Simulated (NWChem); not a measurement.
# One shape, several levels: Cl2 (chlorine)

Wanted: a comparison of 6 runs (HF/STO-3G, HF/3-21G, HF/def2-SVP, HF/pcseg-2, B3LYP/6-31G*, PBE/def2-SVPD) of Cl2 (chlorine). 

The calculation is run with NWChem 7.3.0.

2 further runs of the same task are left out: 2 set aside as unsound or not needed. Runs told in other sessions of the task aren't counted.

## 1. The structure to begin with

The species is Cl2 (2 atoms), meant as a singlet with charge 0. SMILES: `ClCl`. The coordinates come from a PBE0-D4/def2-TZVP relaxation.

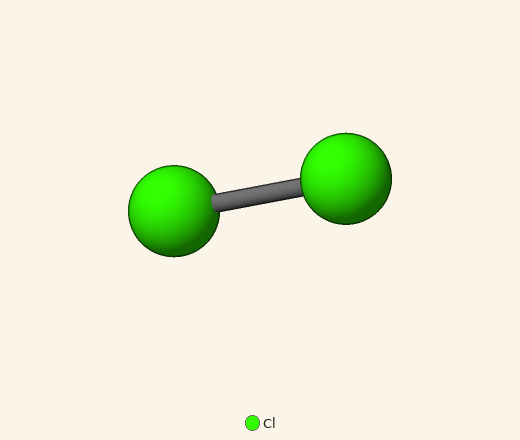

Viewed from a chosen angle; chlorine green.

## 2. Energy and gradient at HF/STO-3G (run 1)

Input file a.xyz:

```xyz
2
Cl2 gradient
Cl     0.845690    -0.281600     0.433600
Cl    -0.845690     0.281600    -0.433600
```

Input file run.py:

```python
from ase.io import read
from ase.calculators.nwchem import NWChem

system = read('a.xyz')

calc = NWChem(
    label='a',
    theory='scf',
    memory='2200 mb',
    basis='STO-3G',
    basispar='spherical bse',
    scf={'nopen': '0', 'rhf': None, 'thresh': '1e-08', 'maxiter': '80'},
)
system.calc = calc

forces = system.get_forces()
e = system.get_potential_energy()
print(f"E = {e:.6f} eV")
print("forces (eV/A):")
for s, f in zip(system.symbols, forces):
    print(f"{s:2s} {f[0]:10.5f} {f[1]:10.5f} {f[2]:10.5f}")
print("dipole (e A):", system.get_dipole_moment().round(4))
```

On the command line:

```
$ export ASE_NWCHEM_COMMAND="nwchem PREFIX.nwi > PREFIX.nwo"
$ python run.py
```

Standard output:

```text
E = -24738.171515 eV
forces (eV/A):
Cl    2.53305   -0.84348    1.29872
Cl   -2.53305    0.84348   -1.29872
dipole (e A): [-0.  0. -0.]
```

The calculator wrote a.nwi:

```
title "a"

permanent_dir a

scratch_dir a

start a

geometry units angstrom nocenter noautosym noautoz
  Cl 8.4569000000000005e-01 -2.8160000000000002e-01 4.3359999999999999e-01
  Cl -8.4569000000000005e-01 2.8160000000000002e-01 -4.3359999999999999e-01
end

memory 2200 mb

basis spherical bse noprint
   * library STO-3G
end

scf
  nopen 0
  rhf
  thresh 1e-08
  maxiter 80
end

task scf gradient
```

a.nwo:

```text
Northwest Computational Chemistry Package (NWChem) 7.3.0
             --------------------------------------------------------

           Job information
           ---------------

    nwchem branch   = 7.3.0
    use scalapack   = T
    input           = a.nwi
    prefix          = a.
    data base       = a/a.db
    status          = startup
    nproc           =        1

           Memory information
           ------------------

    heap     =     72089594 doubles =      550.0 Mbytes
    stack    =     72089599 doubles =      550.0 Mbytes
    global   =    144179200 doubles =     1100.0 Mbytes (distinct from heap & stack)
    total    =    288358393 doubles =     2200.0 Mbytes
    verify   = yes
    hardfail = no

[... 99 lines left out ...]
 Convergence threshold     :          1.000E-08
[... 12 lines left out ...]
       Final RHF  results
[... 3 lines left out ...]
      One-electron energy =  -1411.419659013586
[... 1 line left out ...]
 Nuclear repulsion energy =     77.144138164278
[... 26 lines left out ...]
                       ROHF Final Molecular Orbital Analysis
[... 117 lines left out ...]
                              NWChem Gradients Module
                              -----------------------

                                         a

  wavefunction    =   RHF

                         RHF ENERGY GRADIENTS

    atom               coordinates                        gradient
                 x          y          z           x          y          z
   1 Cl      1.598122  -0.532147   0.819385   -0.049260   0.016403  -0.025256
   2 Cl     -1.598122   0.532147  -0.819385    0.049260  -0.016403   0.025256

                 ----------------------------------------
                 |  Time  |  1-e(secs)   |  2-e(secs)   |
                 ----------------------------------------
                 |  CPU   |       0.00   |       0.02   |
                 ----------------------------------------
                 |  WALL  |       0.00   |       0.02   |
                 ----------------------------------------

 Task  times  cpu:        0.1s     wall:        0.1s
 Total times  cpu:        0.1s     wall:        0.1s
```

It took 1 s on 1 thread of Intel Xeon 6975P-C (Granite Rapids), shared host; peak memory 0.099 GiB.

## 3. Energy and forces at HF/3-21G (run 2)

Input file struct.nw:

```
echo
start struct
title "Cl2 hf"
memory total 2200 mb

geometry noautosym nocenter noautoz
 Cl       0.845690      -0.281600       0.433600
 Cl      -0.845690       0.281600      -0.433600
end

basis "ao basis" spherical bse
 * library 3-21G
end

scf
 thresh 1e-08
 maxiter 80
end

task scf gradient
```

On the command line:

```
$ nwchem struct.nw > struct.out
```

Standard output:

```text
[...]
  functions       =    26
[...]
  wavefunction    = RHF
[...]
         Total SCF energy =   -914.526282476415
      One-electron energy =  -1418.182778694665
      Two-electron energy =    426.512358053972
 Nuclear repulsion energy =     77.144138164278
        Time for solution =      0.1s
[...]
                         RHF ENERGY GRADIENTS
    atom               coordinates                        gradient
                 x          y          z           x          y          z
   1 Cl      1.598122  -0.532147   0.819385   -0.085710   0.028540  -0.043945
   2 Cl     -1.598122   0.532147  -0.819385    0.085710  -0.028540   0.043945
[...]
```

Wall time 0.72 s (1 thread of Intel Xeon 6975P-C (Granite Rapids), shared host); peak memory 0.099 GiB.

Runs 3 to 4 aren't shown in full; the table further down has their settings and results.

## 4. Energy and gradient at B3LYP/6-31G(d) (spherical functions) (run 5)

Input file cl2.xyz:

```xyz
2
Cl2 gradient
Cl     0.845690    -0.281600     0.433600
Cl    -0.845690     0.281600    -0.433600
```

Input file cl2.nw:

```
start cl2
title "Cl2 gradient"
memory total 2200 mb
geometry units angstroms noautosym nocenter noautoz
  load cl2.xyz
end
basis spherical bse
  * library 6-31G*
end
dft
  xc b3lyp
  grid xfine
  convergence energy 1e-08
  maxiter 100
  mulliken
  noprint "final vectors analysis"
end
task dft gradient
```

On the command line:

```
$ nwchem cl2.nw > cl2.out
```

Standard output:

```text
[...]
          Wavefunction type:  closed shell.
          No. of atoms     :     2
          No. of electrons :    34
[...]
          Charge           :     0
          Spin multiplicity:     1
[...]
          AO basis - number of functions:    36
[...]
              XC Information
              --------------
                         B3LYP Method XC Potential
                     Hartree-Fock (Exact) Exchange  0.200
                        Slater Exchange Functional  0.800 local
                    Becke 1988 Exchange Functional  0.720 non-local
              Lee-Yang-Parr Correlation Functional  0.810
                  VWN I RPA Correlation Functional  0.190 local
[...]
 d= 0,ls=0.0,diis     1   -920.3160195280 -9.97D+02  1.61D-02  2.57D-01     0.4
[...]
 d= 0,ls=0.0,diis     7   -920.3416222015 -2.65D-11  1.08D-08  2.80D-13     2.0
         Total DFT energy =     -920.341622201537
      One electron energy =    -1423.753185781431
           Coulomb energy =      482.799032598913
    Exchange-Corr. energy =      -56.531607183296
 Nuclear repulsion energy =       77.144138164278
[...]
      Total Density - Mulliken Population Analysis
     ---------------------------------------------
    Atom       Charge   Shell Charges
 -----------   ------   -------------------------------------------------------
    1 Cl  17    17.00   2.00  2.00  5.97  1.45  3.54  0.53  1.47  0.04
    2 Cl  17    17.00   2.00  2.00  5.97  1.45  3.54  0.53  1.47  0.04
[...]
  wavefunction    = closed shell
                         DFT ENERGY GRADIENTS
    atom               coordinates                        gradient
                 x          y          z           x          y          z
   1 Cl      1.598122  -0.532147   0.819385   -0.020170   0.006716  -0.010341
   2 Cl     -1.598122   0.532147  -0.819385    0.020170  -0.006716   0.010341
[...]
```

It took 3 s on 1 thread of Intel Xeon 6975P-C (Granite Rapids), shared host; peak memory 0.11 GiB.

## 5. Energy and forces at PBE/def2-SVPD (run 6)

Input file cl2.nw:

```
start cl2
memory total 2200 mb

geometry noautosym nocenter noautoz
  Cl       0.845690      -0.281600       0.433600
  Cl      -0.845690       0.281600      -0.433600
end

basis spherical bse
  * library def2-SVPD
end

dft
  xc xpbe96 cpbe96
  grid xfine
  convergence energy 1e-08
  iterations 100
  mulliken
end

task dft gradient
```

On the command line:

```
$ nwchem cl2.nw > cl2.out
```

Standard output:

```text
[...]
          Wavefunction type:  closed shell.
          No. of atoms     :     2
          No. of electrons :    34
[...]
          Charge           :     0
          Spin multiplicity:     1
[...]
          AO basis - number of functions:    54
[...]
              XC Information
              --------------
          PerdewBurkeErnzerhof Exchange Functional  1.000
            Perdew 1991 LDA Correlation Functional  1.000 local
           PerdewBurkeErnz. Correlation Functional  1.000 non-local
[...]
 d= 0,ls=0.0,diis     1   -919.6747796524 -9.97D+02  1.15D-02  3.82D-01     0.5
[...]
 d= 0,ls=0.0,diis     7   -919.7042909953 -7.51D-10  2.86D-08  2.54D-12     2.5
         Total DFT energy =     -919.704290995258
      One electron energy =    -1422.822853324526
           Coulomb energy =      482.021847260676
    Exchange-Corr. energy =      -56.047423095686
 Nuclear repulsion energy =       77.144138164278
[...]
      Total Density - Mulliken Population Analysis
     ---------------------------------------------
    Atom       Charge   Shell Charges
 -----------   ------   -------------------------------------------------------
    1 Cl  17    17.00   2.00  1.98  1.33  0.62  0.02  5.93  2.13  2.79  0.11  0.04  0.05
    2 Cl  17    17.00   2.00  1.98  1.33  0.62  0.02  5.93  2.13  2.79  0.11  0.04  0.05
[...]
  wavefunction    = closed shell
                         DFT ENERGY GRADIENTS
    atom               coordinates                        gradient
                 x          y          z           x          y          z
   1 Cl      1.598122  -0.532147   0.819385   -0.023364   0.007780  -0.011979
   2 Cl     -1.598122   0.532147  -0.819385    0.023364  -0.007780   0.011979
[...]
```

It took 3.6 s on 1 thread of Intel Xeon 6975P-C (Granite Rapids), shared host; peak memory 0.12 GiB.

## 6. The series

```csv
run,level,iteration cap,module,energy (Eh),dipole moment (D),HOMO energy (eV),LUMO energy (eV),wall time
1,HF/STO-3G,80,scf,-909.111042,0.00,-11.06,3.70,1 s
2,HF/3-21G,80,scf,-914.526282,0.00,-12.50,0.52,0.72 s
3,HF/def2-SVP,80,scf,-918.658523,0.00,-11.98,1.56,1.2 s
4,HF/pcseg-2,80,scf,-918.984438,0.00,-12.08,1.14,6.3 s
5,B3LYP/6-31G* (spherical functions),100,dft,-920.341622,0.00,–,–,3 s
6,PBE/def2-SVPD,100,dft,-919.704291,0.00,-7.43,-4.42,3.6 s
```

## 7. Results

| quantity | value |
| --- | --- |
| run 6: total energy | -919.70429 Eh |
| run 6: dipole moment | 0.00 D |
| run 6: HOMO energy | -7.43 eV |
| run 6: LUMO energy | -4.42 eV |
| run 6: HOMO–LUMO gap | 3.01 eV |
| run 6: largest force on an atom | 1.408 eV/Å |

In words: Over runs 1, 2, 3, 4, 6 the HOMO–LUMO gap runs from 3.01 eV (PBE/def2-SVPD) to 14.76 eV (HF/STO-3G). The two ends differ in method and basis. Totals of different functionals can't be ranked against each other. In run 1 the basis is minimal, so the values are rough. All runs together took 16 s, the longest 6.3 s.
